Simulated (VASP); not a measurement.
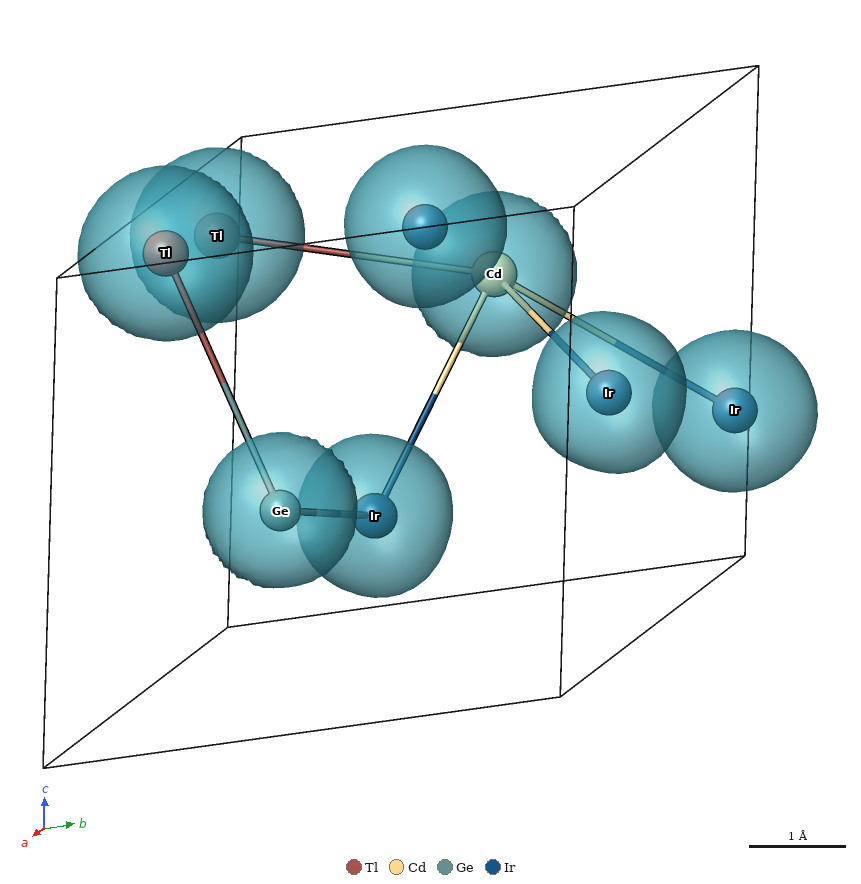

Figure 1: Tl₂CdGeIr₄ (amorphous cell). Isosurface of the valence electron density at 1 e/Å³ (cyan), seen slightly off an axis. Sticks mark near contacts.

Not relaxed (largest force 1.4 eV/Å); computed pressure about −10 GPa in this cell.

Level of theory: Kohn-Sham DFT of a periodic cell, PBE, VASP PAW PBE potentials, recommended (VASP 6.6.1).

In a PAW calculation such maps are meaningful between the atoms, not at the nuclei.

### What does this surface tell about the bonding?

At this value the density breaks into separate islands; it holds about 55 % of the electrons treated as valence. It bridges none of the near contacts. It is pinched off along the shortest Ge–Ir (2.34 Å), Cd–Ir (2.64 Å), Tl–Ir (2.65 Å) and Tl–Cd (2.86 Å) contacts. On the grid the lowest density along these lines, outside the cores, is 0.67 e/Å³ (Ge–Ir, 2.34 Å), 0.39 e/Å³ (Cd–Ir, 2.64 Å), 0.45 e/Å³ (Tl–Ir, 2.65 Å) and 0.24 e/Å³ (Tl–Cd, 2.86 Å).
